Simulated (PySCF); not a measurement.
**C₃H₁₀BN: NMR shifts at several levels of theory, part 1 of 2**

Aim: compute the NMR shifts of C₃H₁₀BN (`C=C[BH2-][NH2+]C`) at several levels, and see how far they spread and what each costs.

Programs: PySCF 2.14.0, with density-fitted response routines of our own. Each step states its level of theory. These are calculated values for one molecule in the gas phase, unless marked as measured. Atoms are numbered from 0 throughout.

## Step 1: The molecule as given

15 atoms, charge 0, multiplicity 1; geometry from: PBE0-D3(BJ)/def2-SVP.

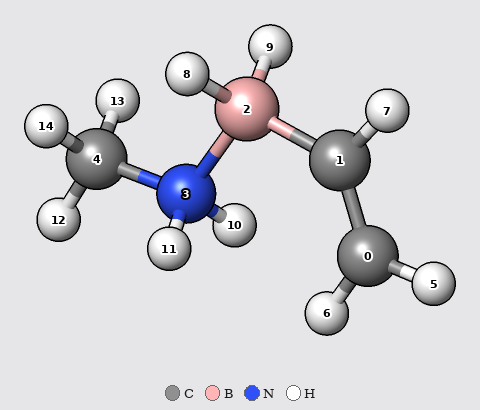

The starting geometry (carbon grey, boron pink, nitrogen blue, hydrogen white), atoms numbered; sticks join atoms by distance.

## Step 2: NMR shieldings: PBE0/6-31G*

Job settings and geometry (Å):

```
{"job": {"kind": "nmr", "xc": "PBE0", "basis": "6-31G*", "pop": true}, "charge": 0, "multiplicity": 1}
C      2.119354    -0.992958     0.018810
C      1.765352     0.226159    -0.413769
B      0.309118     0.845979    -0.571995
N     -0.765920    -0.270582    -0.104582
C     -2.167003     0.150010    -0.163302
H      3.162564    -1.319463     0.091291
H      1.387684    -1.754449     0.329045
H      2.594915     0.891237    -0.695343
H      0.118077     1.815721     0.160658
H      0.019176     1.117459    -1.736134
H     -0.614540    -1.099103    -0.684618
H     -0.513894    -0.554597     0.845250
H     -2.848143    -0.648637     0.165314
H     -2.403797     0.438867    -1.194754
H     -2.294635     1.033533     0.474290
```

With the program's defaults for keys left out, this is: GIAO PBE0/6-31G* NMR shielding, non-relativistic, gas phase.

Started as:

```
$ OMP_NUM_THREADS=1 python probes_run.py task.json out
```

The driver reads the jobs from task.json and runs them one after another.

Output:

```text
coarse grid: 11608 points
cycle   1  E = -199.6385949542  dE =  2.734e-01  |g| = 4.468e-01  |ddm| = 3.133e+00
cycle   2  E = -199.6445206627  dE = -5.926e-03  |g| = 4.390e-01  |ddm| = 1.126e+00
cycle   3  E = -199.7003125066  dE = -5.579e-02  |g| = 9.806e-02  |ddm| = 6.170e-01
cycle   4  E = -199.7025685269  dE = -2.256e-03  |g| = 3.102e-02  |ddm| = 9.780e-02
cycle   5  E = -199.7028104551  dE = -2.419e-04  |g| = 6.952e-03  |ddm| = 3.372e-02
cycle   6  E = -199.7028247196  dE = -1.426e-05  |g| = 1.355e-03  |ddm| = 9.427e-03
cycle   7  E = -199.7028252075  dE = -4.879e-07  |g| = 3.354e-04  |ddm| = 1.662e-03
final grid: 109544 points
cycle   8  E = -199.6595994176  dE = -3.168e-05  |g| = 8.206e-03  |ddm| = 2.246e-02
cycle   9  E = -199.6595970284  dE =  2.389e-06  |g| = 9.003e-03  |ddm| = 1.705e-02
cycle  10  E = -199.6596176694  dE = -2.064e-05  |g| = 8.101e-04  |ddm| = 8.691e-03
cycle  11  E = -199.6596178145  dE = -1.451e-07  |g| = 1.691e-04  |ddm| = 6.893e-04
cycle  12  E = -199.6596178200  dE = -5.568e-09  |g| = 5.994e-05  |ddm| = 1.730e-04
cycle  13  E = -199.6596178208  dE = -8.133e-10  |g| = 2.810e-05  |ddm| = 7.793e-05
converged SCF energy = -199.6596178208

GIAO shielding tensors (ppm)
atom      isotropic    diamagn.    paramagn.     s11        s22        s33       span
  0 C       90.267     258.208    -167.941    -10.468    106.768    174.502    184.970
  1 C       46.458     248.873    -202.415    -75.451     32.037    182.789    258.240
  2 B      126.812     192.985     -66.172    114.183    122.590    143.664     29.482
  3 N      228.559     320.847     -92.288    215.700    223.022    246.954     31.254
  4 C      162.834     245.033     -82.199    143.255    150.013    195.233     51.978
  5 H       26.895      28.964      -2.069     24.550     25.527     30.608      6.058
  6 H       27.643      34.710      -7.067     25.236     25.978     31.716      6.480
  7 H       25.101      27.896      -2.795     22.893     25.234     27.175      4.282
  8 H       29.295      31.354      -2.059     26.324     28.938     32.622      6.299
  9 H       29.283      31.079      -1.796     26.347     28.887     32.616      6.268
 10 H       29.428      32.299      -2.871     22.619     27.932     37.732     15.112
 11 H       29.398      32.702      -3.304     22.505     27.999     37.690     15.186
 12 H       29.591      28.391       1.199     24.687     27.917     36.168     11.480
 13 H       29.267      28.560       0.707     25.355     27.866     34.581      9.226
 14 H       29.276      28.631       0.646     25.368     27.876     34.585      9.217
```

Wall time 7.2 s (1 thread of Arm Neoverse V1, shared host); peak memory 0.53 GiB.

The references, computed at this level on geometries of the same kind, shield at (ppm): 1H TMS 31.96, 13C TMS 194.1, 15N NH3 259.4, 11B BF3·OEt2 112.3. Their shielding less the atom's gives the shift. The references are single molecules in the gas phase, so shifts against H2O, NH3, PH3, H3PO4 or CFCl3 are not on the usual liquid scales and can be off by tens of ppm. Atoms listed in one row are averaged.

| atoms | environment | σ (ppm) | δ (ppm) |
| --- | --- | --- | --- |
| C1 | alkene CH | 46.5 | 147.7 |
| C0 | terminal =CH2 carbon | 90.3 | 103.9 |
| C4 | methyl carbon bonded to N | 162.8 | 31.3 |
| H7 | hydrogen on an alkene CH | 25.10 | 6.86 |
| H5 | hydrogen on a terminal =CH2 carbon | 26.89 | 5.07 |
| H6 | hydrogen on a terminal =CH2 carbon | 27.64 | 4.32 |
| H8, H9 | hydrogen on a boron bonded to C, N | 29.29 | 2.67 |
| H12, H13, H14 | hydrogen on a methyl carbon bonded to N | 29.38 | 2.58 |
| H10, H11 | hydrogen on a donor nitrogen of a Lewis adduct | 29.41 | 2.55 |
| B2 | boron bonded to C, N, 2 H | 126.8 | -14.6 |
| N3 | donor nitrogen of a Lewis adduct | 228.6 | 30.8 |

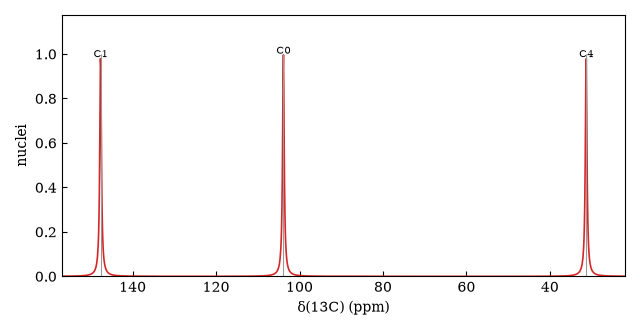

13C lines at the computed shifts, without couplings. Lines are broadened to a width of 0.47 ppm (Lorentzian).

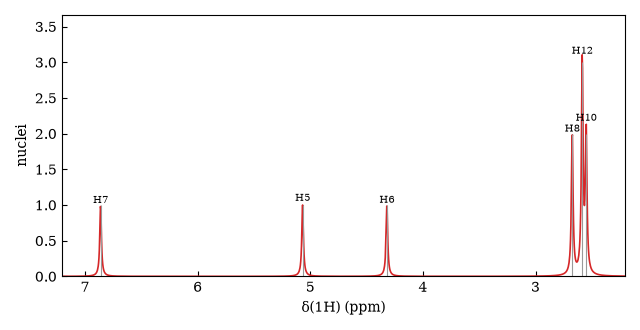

1H lines at the computed shifts, without couplings. Lines are broadened to a width of 0.02 ppm (Lorentzian).

The run also stored atomic charges by several schemes (e):

| atoms | Mulliken | IAO | Hirshfeld | ESP fit |
| --- | --- | --- | --- | --- |
| C0 | -0.45 | -0.35 | -0.15 | -0.44 |
| C1 | -0.15 | -0.21 | -0.11 | -0.22 |
| B2 | 0.02 | -0.21 | -0.05 | 0.03 |
| N3 | -0.69 | -0.27 | -0.01 | -0.04 |
| C4 | -0.39 | -0.31 | -0.03 | -0.42 |

ESP fit charges:

C0 -0.44; C1 -0.22; B2 0.03; N3 -0.04; C4 -0.42; H5 0.16; H6 0.09; H7 0.15; H8 -0.15; H9 -0.15; H10 0.26; H11 0.26; H12 0.12; H13 0.17; H14 0.17

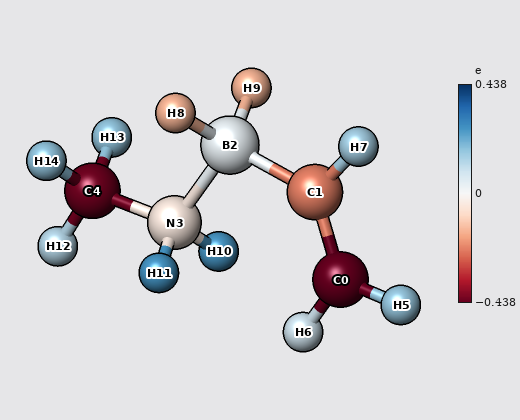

ESP fit charges, as colours on the atoms.

Mayer bond orders: C0–C1 1.93, C1–B2 1.02, B2–N3 0.62, N3–C4 0.92.

## Step 3: Shielding tensors: PBE0/6-311+G(2d,p)

The job, as its differences from that of step 2:

```diff
@@ -1,2 +1,2 @@
-{"job": {"kind": "nmr", "xc": "PBE0", "basis": "6-31G*", "pop": true}, "charge": 0, "multiplicity": 1}
+{"job": {"kind": "nmr", "xc": "PBE0", "basis": "6-311+G(2d,p)", "pop": true}, "charge": 0, "multiplicity": 1}
 C      2.119354    -0.992958     0.018810
```

Level: GIAO PBE0/6-311+G(2d,p) NMR shielding, non-relativistic, gas phase.

Output:

```text
coarse grid: 11608 points
cycle   1  E = -199.6750253307  dE =  2.696e-01  |g| = 4.478e-01  |ddm| = 2.829e+00
cycle   2  E = -199.6690815827  dE =  5.944e-03  |g| = 4.840e-01  |ddm| = 1.123e+00
cycle   3  E = -199.7375263327  dE = -6.844e-02  |g| = 9.452e-02  |ddm| = 6.156e-01
cycle   4  E = -199.7394185542  dE = -1.892e-03  |g| = 3.918e-02  |ddm| = 8.058e-02
cycle   5  E = -199.7397776873  dE = -3.591e-04  |g| = 8.744e-03  |ddm| = 3.119e-02
cycle   6  E = -199.7397994500  dE = -2.176e-05  |g| = 1.858e-03  |ddm| = 8.943e-03
cycle   7  E = -199.7398003120  dE = -8.620e-07  |g| = 3.847e-04  |ddm| = 1.885e-03
final grid: 109544 points
cycle   8  E = -199.7280738527  dE = -6.757e-05  |g| = 7.871e-03  |ddm| = 6.819e-02
cycle   9  E = -199.7280707447  dE =  3.108e-06  |g| = 8.629e-03  |ddm| = 1.350e-02
cycle  10  E = -199.7280895238  dE = -1.878e-05  |g| = 8.033e-04  |ddm| = 6.921e-03
cycle  11  E = -199.7280896429  dE = -1.191e-07  |g| = 3.089e-04  |ddm| = 7.099e-04
cycle  12  E = -199.7280896620  dE = -1.910e-08  |g| = 7.896e-05  |ddm| = 2.325e-04
cycle  13  E = -199.7280896634  dE = -1.349e-09  |g| = 3.779e-05  |ddm| = 8.829e-05
cycle  14  E = -199.7280896637  dE = -3.601e-10  |g| = 5.329e-06  |ddm| = 2.804e-05
converged SCF energy = -199.7280896637

GIAO shielding tensors (ppm)
atom      isotropic    diamagn.    paramagn.     s11        s22        s33       span
  0 C       76.455     257.512    -181.057    -34.464     94.763    169.068    203.532
  1 C       22.483     248.697    -226.213   -114.631      6.691    175.391    290.021
  2 B      118.891     186.130     -67.239    106.367    113.108    137.198     30.831
  3 N      217.873     314.997     -97.124    204.872    211.015    237.732     32.860
  4 C      154.415     246.616     -92.201    134.358    140.118    188.770     54.413
  5 H       26.222      29.737      -3.515     23.986     24.843     29.838      5.852
  6 H       26.955      34.607      -7.652     24.088     25.606     31.171      7.082
  7 H       24.441      28.139      -3.698     21.116     25.193     27.015      5.899
  8 H       28.879      29.755      -0.875     26.080     28.637     31.921      5.841
  9 H       28.867      29.736      -0.869     26.110     28.573     31.918      5.808
 10 H       28.787      32.636      -3.850     21.978     27.153     37.230     15.252
 11 H       28.757      32.872      -4.115     21.864     27.219     37.189     15.325
 12 H       29.078      29.862      -0.784     24.311     27.024     35.898     11.587
 13 H       28.858      29.800      -0.942     25.009     27.427     34.138      9.128
 14 H       28.865      29.871      -1.005     25.022     27.434     34.140      9.117
```

Wall time 21 s (1 thread of Arm Neoverse V1, shared host); peak memory 0.92 GiB.

Key values: δ C1 164.0, C0 110.0, C4 32.0, B2 -16.5, H7 7.07, H5 5.29 ppm.

## Step 4: Shielding tensors: PBE0/def2-SVP

The job, as its differences from that of step 3:

```diff
@@ -1,2 +1,2 @@
-{"job": {"kind": "nmr", "xc": "PBE0", "basis": "6-311+G(2d,p)", "pop": true}, "charge": 0, "multiplicity": 1}
+{"job": {"kind": "nmr", "xc": "PBE0", "basis": "def2-SVP", "pop": true}, "charge": 0, "multiplicity": 1}
 C      2.119354    -0.992958     0.018810
```

Level: GIAO PBE0/def2-SVP NMR shielding, non-relativistic, gas phase.

Output:

```text
coarse grid: 11608 points
cycle   1  E = -199.4434406305  dE =  2.395e-01  |g| = 4.136e-01  |ddm| = 3.563e+00
cycle   2  E = -199.4468329645  dE = -3.392e-03  |g| = 4.204e-01  |ddm| = 1.116e+00
cycle   3  E = -199.4989239944  dE = -5.209e-02  |g| = 9.407e-02  |ddm| = 6.068e-01
cycle   4  E = -199.5009831530  dE = -2.059e-03  |g| = 3.188e-02  |ddm| = 9.788e-02
cycle   5  E = -199.5012378601  dE = -2.547e-04  |g| = 7.112e-03  |ddm| = 3.410e-02
cycle   6  E = -199.5012525682  dE = -1.471e-05  |g| = 1.496e-03  |ddm| = 9.769e-03
cycle   7  E = -199.5012531600  dE = -5.918e-07  |g| = 3.846e-04  |ddm| = 1.907e-03
final grid: 109544 points
cycle   8  E = -199.5258958589  dE = -3.764e-05  |g| = 7.762e-03  |ddm| = 2.867e-02
cycle   9  E = -199.5258929224  dE =  2.937e-06  |g| = 8.643e-03  |ddm| = 1.664e-02
cycle  10  E = -199.5259121159  dE = -1.919e-05  |g| = 7.712e-04  |ddm| = 8.798e-03
cycle  11  E = -199.5259122463  dE = -1.304e-07  |g| = 1.668e-04  |ddm| = 6.854e-04
cycle  12  E = -199.5259122517  dE = -5.340e-09  |g| = 6.507e-05  |ddm| = 1.936e-04
cycle  13  E = -199.5259122527  dE = -1.044e-09  |g| = 2.616e-05  |ddm| = 8.419e-05
cycle  14  E = -199.5259122529  dE = -1.756e-10  |g| = 3.970e-06  |ddm| = 2.453e-05
converged SCF energy = -199.5259122529

GIAO shielding tensors (ppm)
atom      isotropic    diamagn.    paramagn.     s11        s22        s33       span
  0 C       87.465     255.329    -167.864    -16.738    102.595    176.540    193.278
  1 C       39.005     250.030    -211.025    -88.830     20.542    185.303    274.133
  2 B      125.273     195.605     -70.331    112.001    121.400    142.419     30.418
  3 N      227.209     310.532     -83.323    214.009    221.697    245.922     31.913
  4 C      162.775     242.585     -79.810    143.352    149.887    195.086     51.734
  5 H       26.322      29.058      -2.736     24.010     25.002     29.954      5.944
  6 H       27.031      35.314      -8.282     24.261     25.579     31.254      6.993
  7 H       24.468      28.863      -4.395     21.507     24.912     26.983      5.476
  8 H       28.856      32.350      -3.494     25.904     28.569     32.095      6.192
  9 H       28.844      31.937      -3.093     25.932     28.507     32.095      6.163
 10 H       28.656      32.729      -4.073     21.670     26.816     37.482     15.812
 11 H       28.625      33.640      -5.015     21.553     26.883     37.438     15.886
 12 H       29.100      27.691       1.409     24.313     27.055     35.931     11.618
 13 H       28.751      28.185       0.567     24.775     27.194     34.286      9.511
 14 H       28.760      28.726       0.034     24.785     27.206     34.290      9.505
```

Run time: 9.8 s. Hardware: 1 thread of Arm Neoverse V1, shared host; peak memory 0.64 GiB.

Key values: δ C1 154.7, C0 106.3, C4 30.9, B2 -14.6, H7 6.87, H5 5.02 ppm.

## Step 5: Shielding tensors: PBE0/def2-TZVP

The job, as its differences from that of step 4:

```diff
@@ -1,2 +1,2 @@
-{"job": {"kind": "nmr", "xc": "PBE0", "basis": "def2-SVP", "pop": true}, "charge": 0, "multiplicity": 1}
+{"job": {"kind": "nmr", "xc": "PBE0", "basis": "def2-TZVP", "pop": true}, "charge": 0, "multiplicity": 1}
 C      2.119354    -0.992958     0.018810
```

Method: GIAO PBE0/def2-TZVP NMR shielding, non-relativistic, gas phase.

Output:

```text
coarse grid: 11608 points
cycle   1  E = -199.6900153271  dE =  2.636e-01  |g| = 4.572e-01  |ddm| = 2.507e+00
cycle   2  E = -199.6841711962  dE =  5.844e-03  |g| = 4.907e-01  |ddm| = 9.657e-01
cycle   3  E = -199.7537922131  dE = -6.962e-02  |g| = 9.631e-02  |ddm| = 5.747e-01
cycle   4  E = -199.7557467508  dE = -1.955e-03  |g| = 4.021e-02  |ddm| = 7.611e-02
cycle   5  E = -199.7561252762  dE = -3.785e-04  |g| = 8.610e-03  |ddm| = 2.855e-02
cycle   6  E = -199.7561464338  dE = -2.116e-05  |g| = 1.838e-03  |ddm| = 7.806e-03
cycle   7  E = -199.7561472753  dE = -8.415e-07  |g| = 3.883e-04  |ddm| = 1.476e-03
final grid: 109544 points
cycle   8  E = -199.7417559630  dE = -8.398e-05  |g| = 8.142e-03  |ddm| = 6.686e-02
cycle   9  E = -199.7417524493  dE =  3.514e-06  |g| = 8.954e-03  |ddm| = 1.331e-02
cycle  10  E = -199.7417722660  dE = -1.982e-05  |g| = 8.433e-04  |ddm| = 6.676e-03
cycle  11  E = -199.7417723961  dE = -1.300e-07  |g| = 3.246e-04  |ddm| = 6.329e-04
cycle  12  E = -199.7417724171  dE = -2.104e-08  |g| = 7.603e-05  |ddm| = 2.134e-04
cycle  13  E = -199.7417724183  dE = -1.189e-09  |g| = 3.823e-05  |ddm| = 7.913e-05
cycle  14  E = -199.7417724187  dE = -3.780e-10  |g| = 5.835e-06  |ddm| = 2.704e-05
converged SCF energy = -199.7417724187

GIAO shielding tensors (ppm)
atom      isotropic    diamagn.    paramagn.     s11        s22        s33       span
  0 C       75.264     255.419    -180.155    -36.463     93.771    168.486    204.949
  1 C       21.112     251.518    -230.406   -117.141      5.281    175.197    292.338
  2 B      118.986     190.665     -71.679    106.074    112.934    137.950     31.876
  3 N      218.195     312.229     -94.034    203.976    211.248    239.361     35.386
  4 C      153.675     242.451     -88.776    133.464    139.046    188.516     55.052
  5 H       26.190      29.632      -3.442     23.945     24.864     29.761      5.816
  6 H       26.928      33.788      -6.860     24.000     25.604     31.178      7.178
  7 H       24.400      29.554      -5.154     20.947     25.251     27.001      6.054
  8 H       28.847      31.132      -2.285     26.115     28.562     31.864      5.749
  9 H       28.835      31.041      -2.206     26.149     28.496     31.860      5.711
 10 H       28.725      31.524      -2.799     21.929     27.073     37.172     15.243
 11 H       28.691      32.037      -3.345     21.812     27.133     37.129     15.317
 12 H       29.041      27.859       1.182     24.341     26.948     35.835     11.495
 13 H       28.820      28.266       0.554     25.021     27.389     34.049      9.028
 14 H       28.828      28.429       0.398     25.034     27.398     34.051      9.017
```

Wall time 25 s (1 thread of Arm Neoverse V1, shared host); peak memory 0.97 GiB.

Key values: δ C1 165.5, C0 111.4, C4 33.0, B2 -16.4, H7 7.08, H5 5.29 ppm.

## Step 6: NMR shieldings: PBE0/cc-pVDZ

The job, as its differences from that of step 5:

```diff
@@ -1,2 +1,2 @@
-{"job": {"kind": "nmr", "xc": "PBE0", "basis": "def2-TZVP", "pop": true}, "charge": 0, "multiplicity": 1}
+{"job": {"kind": "nmr", "xc": "PBE0", "basis": "cc-pVDZ", "pop": true}, "charge": 0, "multiplicity": 1}
 C      2.119354    -0.992958     0.018810
```

Method: GIAO PBE0/cc-pVDZ NMR shielding, non-relativistic, gas phase.

Output:

```text
coarse grid: 11608 points
cycle   1  E = -199.6095870922  dE =  3.075e-01  |g| = 4.227e-01  |ddm| = 6.744e+00
cycle   2  E = -199.6116842405  dE = -2.097e-03  |g| = 4.328e-01  |ddm| = 1.916e+00
cycle   3  E = -199.6671762991  dE = -5.549e-02  |g| = 9.536e-02  |ddm| = 9.144e-01
cycle   4  E = -199.6693160953  dE = -2.140e-03  |g| = 3.089e-02  |ddm| = 1.652e-01
cycle   5  E = -199.6695532321  dE = -2.371e-04  |g| = 7.121e-03  |ddm| = 5.331e-02
cycle   6  E = -199.6695683049  dE = -1.507e-05  |g| = 1.443e-03  |ddm| = 1.464e-02
cycle   7  E = -199.6695688640  dE = -5.591e-07  |g| = 3.464e-04  |ddm| = 3.015e-03
final grid: 109544 points
cycle   8  E = -199.6780261878  dE = -3.543e-05  |g| = 8.371e-03  |ddm| = 5.907e-02
cycle   9  E = -199.6780227620  dE =  3.426e-06  |g| = 9.316e-03  |ddm| = 3.226e-02
cycle  10  E = -199.6780451994  dE = -2.244e-05  |g| = 8.366e-04  |ddm| = 1.652e-02
cycle  11  E = -199.6780453534  dE = -1.540e-07  |g| = 1.747e-04  |ddm| = 1.385e-03
cycle  12  E = -199.6780453593  dE = -5.881e-09  |g| = 6.791e-05  |ddm| = 3.271e-04
cycle  13  E = -199.6780453604  dE = -1.130e-09  |g| = 2.781e-05  |ddm| = 1.358e-04
cycle  14  E = -199.6780453606  dE = -1.980e-10  |g| = 4.246e-06  |ddm| = 4.134e-05
converged SCF energy = -199.6780453606

GIAO shielding tensors (ppm)
atom      isotropic    diamagn.    paramagn.     s11        s22        s33       span
  0 C       89.803     257.211    -167.408    -14.799    106.117    178.090    192.890
  1 C       41.970     248.649    -206.679    -84.722     25.894    184.738    269.459
  2 B      126.210     198.633     -72.422    112.807    122.292    143.533     30.726
  3 N      227.616     305.334     -77.719    215.234    222.522    245.091     29.856
  4 C      164.720     243.699     -78.979    145.063    151.274    197.822     52.760
  5 H       26.127      28.656      -2.528     23.780     24.850     29.753      5.973
  6 H       26.806      35.640      -8.835     23.974     25.376     31.067      7.093
  7 H       24.393      28.740      -4.347     21.225     25.124     26.830      5.605
  8 H       28.762      32.519      -3.758     25.931     28.443     31.910      5.979
  9 H       28.749      31.956      -3.207     25.958     28.381     31.906      5.948
 10 H       28.573      32.438      -3.864     21.745     26.929     37.046     15.300
 11 H       28.543      33.326      -4.783     21.630     26.999     37.001     15.371
 12 H       28.924      27.773       1.151     24.145     26.930     35.697     11.552
 13 H       28.642      28.317       0.324     24.806     27.131     33.988      9.182
 14 H       28.651      28.891      -0.241     24.818     27.141     33.993      9.175
```

Run time: 10 s. Hardware: 1 thread of Arm Neoverse V1, shared host; peak memory 0.68 GiB.

This run: δ C1 154.8, C0 107.0, C4 32.0, B2 -12.4, H7 6.90, H5 5.16 ppm.

## Step 7: NMR shieldings: PBE0/cc-pVTZ

The job, as its differences from that of step 6:

```diff
@@ -1,2 +1,2 @@
-{"job": {"kind": "nmr", "xc": "PBE0", "basis": "cc-pVDZ", "pop": true}, "charge": 0, "multiplicity": 1}
+{"job": {"kind": "nmr", "xc": "PBE0", "basis": "cc-pVTZ", "pop": true}, "charge": 0, "multiplicity": 1}
 C      2.119354    -0.992958     0.018810
```

Method: GIAO PBE0/cc-pVTZ NMR shielding, non-relativistic, gas phase.

Output:

```text
coarse grid: 11608 points
cycle   1  E = -199.6811718587  dE =  2.609e-01  |g| = 4.570e-01  |ddm| = 7.516e+00
cycle   2  E = -199.6763625760  dE =  4.809e-03  |g| = 4.890e-01  |ddm| = 1.949e+00
cycle   3  E = -199.7449308546  dE = -6.857e-02  |g| = 9.680e-02  |ddm| = 1.032e+00
cycle   4  E = -199.7469172517  dE = -1.986e-03  |g| = 3.923e-02  |ddm| = 1.738e-01
cycle   5  E = -199.7472758594  dE = -3.586e-04  |g| = 8.417e-03  |ddm| = 6.130e-02
cycle   6  E = -199.7472958687  dE = -2.001e-05  |g| = 1.864e-03  |ddm| = 1.663e-02
cycle   7  E = -199.7472967276  dE = -8.590e-07  |g| = 3.925e-04  |ddm| = 3.500e-03
final grid: 109544 points
cycle   8  E = -199.7399103751  dE = -1.044e-04  |g| = 8.408e-03  |ddm| = 1.403e-01
cycle   9  E = -199.7399067693  dE =  3.606e-06  |g| = 9.211e-03  |ddm| = 3.261e-02
cycle  10  E = -199.7399275461  dE = -2.078e-05  |g| = 8.747e-04  |ddm| = 1.610e-02
cycle  11  E = -199.7399276827  dE = -1.366e-07  |g| = 3.510e-04  |ddm| = 1.560e-03
cycle  12  E = -199.7399277073  dE = -2.466e-08  |g| = 8.900e-05  |ddm| = 5.674e-04
cycle  13  E = -199.7399277090  dE = -1.699e-09  |g| = 4.162e-05  |ddm| = 1.783e-04
cycle  14  E = -199.7399277095  dE = -4.355e-10  |g| = 5.385e-06  |ddm| = 5.864e-05
converged SCF energy = -199.7399277095

GIAO shielding tensors (ppm)
atom      isotropic    diamagn.    paramagn.     s11        s22        s33       span
  0 C       76.113     255.816    -179.702    -35.233     94.469    169.105    204.338
  1 C       23.150     249.169    -226.019   -113.505      6.967    175.987    289.492
  2 B      119.564     192.648     -73.084    106.772    113.281    138.640     31.868
  3 N      218.371     300.991     -82.620    205.191    211.766    238.156     32.965
  4 C      154.784     239.830     -85.046    134.621    140.533    189.199     54.578
  5 H       25.980      30.035      -4.055     23.677     24.618     29.646      5.969
  6 H       26.741      33.394      -6.653     23.832     25.386     31.005      7.173
  7 H       24.253      29.504      -5.251     20.861     24.977     26.922      6.061
  8 H       28.807      31.018      -2.211     26.081     28.521     31.820      5.739
  9 H       28.795      30.826      -2.031     26.115     28.456     31.815      5.701
 10 H       28.343      31.259      -2.916     21.374     26.599     37.056     15.682
 11 H       28.308      31.724      -3.416     21.255     26.661     37.008     15.753
 12 H       28.840      27.847       0.993     24.072     26.704     35.743     11.671
 13 H       28.600      28.113       0.487     24.738     27.139     33.923      9.185
 14 H       28.606      28.315       0.292     24.747     27.146     33.925      9.178
```

Run time: 39 s. Hardware: 1 thread of Arm Neoverse V1, shared host; peak memory 1.1 GiB.

This run: δ C1 164.1, C0 111.2, C4 32.5, B2 -16.8, H7 7.04, H5 5.31 ppm.

(Continued in part 2 of 2.)
